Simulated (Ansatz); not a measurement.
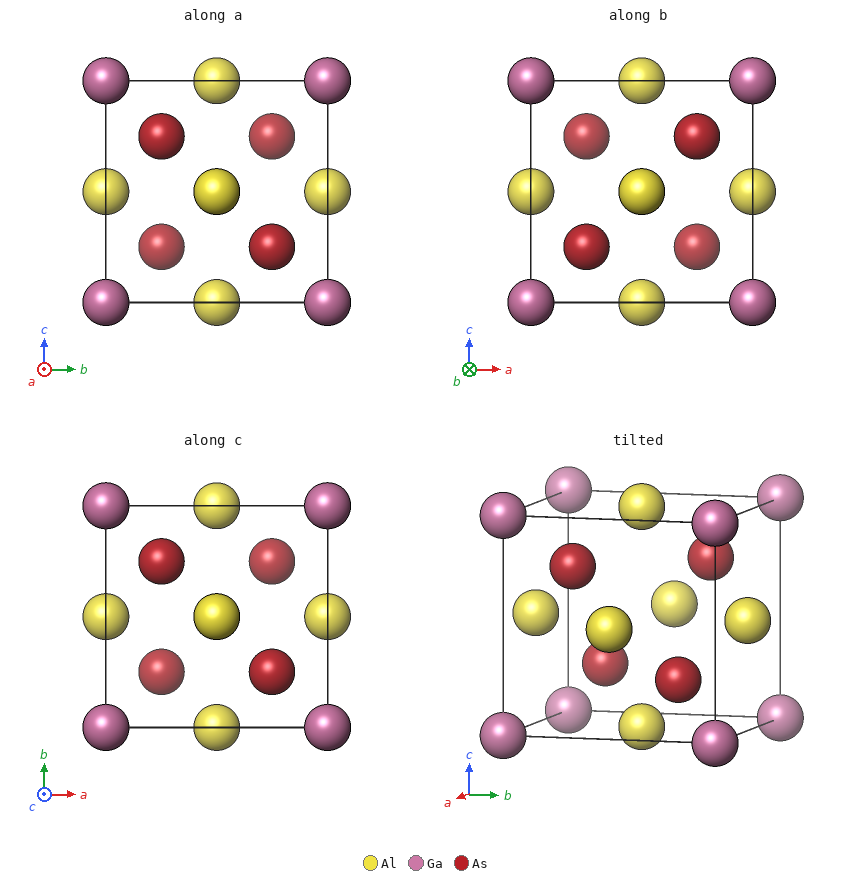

Shown here is a spheres-only view of the crystal, taken along the a axis, along the b axis, along the c axis and slightly off an axis. Lines trace the edges of the conventional unit cell.

Lattice parameters: a = 5.733 Å, b = 5.733 Å, c = 5.733 Å, α = 90.00°, β = 90.00°, γ = 90.00°.

### Record the structure as a table of Wyckoff sites, with free fractional coordinates to two decimals.

Space group P-43m (No. 215).
| atom | site | x | y | z |
| --- | --- | --- | --- | --- |
| Al | 3c | 0.00 | 0.50 | 0.50 |
| Ga | 1a | 0.00 | 0.00 | 0.00 |
| As | 4e | 0.75 | 0.75 | 0.25 |

Its origin is a structure type filled with these elements by a generator (whether the compound takes this form wasn't checked). Atoms and cell were optimised with DFT PBE, scalar-relativistic, plane waves, PAW in Ansatz.
